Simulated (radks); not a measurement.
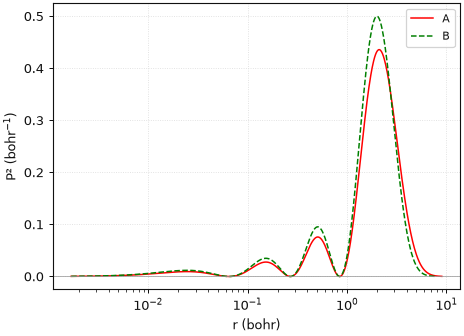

Two charge states of zinc were computed: Zn in [Ar] 3d10 4s2; Zn⁺ in [Ar] 3d10 4s1. Computed with the in-house radial solver radks: scalar-relativistic Kohn-Sham, r2SCAN, spin-unpolarised, spherical densities, finite nucleus.

The plot shows P² of the 4s orbital in both runs (large components where relativistic).

### Which curve belongs to which run?

A is Zn in [Ar] 3d10 4s2 (⟨r⟩ = 2.65 bohr, eigenvalue −6.22 eV); B is Zn⁺ in [Ar] 3d10 4s1 (⟨r⟩ = 2.41 bohr, eigenvalue −13.9 eV). Fewer electrons screen less, so the orbital shrinks.
